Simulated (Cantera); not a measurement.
Feed: 1 mol Al(CH3)3, 180 mol NH3, 120 mol H2, at 13.3 mbar.

These are equilibrium values from Cantera (NASA tables, ideal gas, pure condensed phases), not measurements of a reactor. Candidate condensed phases: Al, AlN, C, C6H6, C7H8, C8H18; 97 gas species. The feed counts by its element totals alone. The numbers say what is thermodynamically allowed, not how fast it happens.

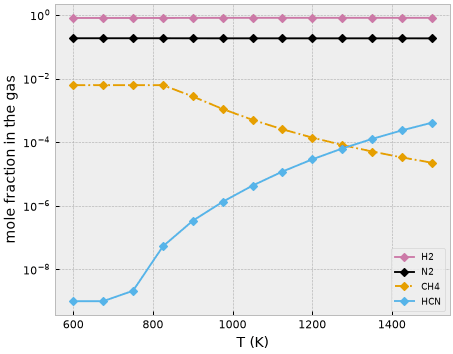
Fig. 1. Equilibrium gas composition (values under 1e-9 drawn at 1e-9)

From 600 K to 825 K the condensed part is AlN(s). From 900 K to 1500 K the condensed part is AlN(s) + C(graphite).
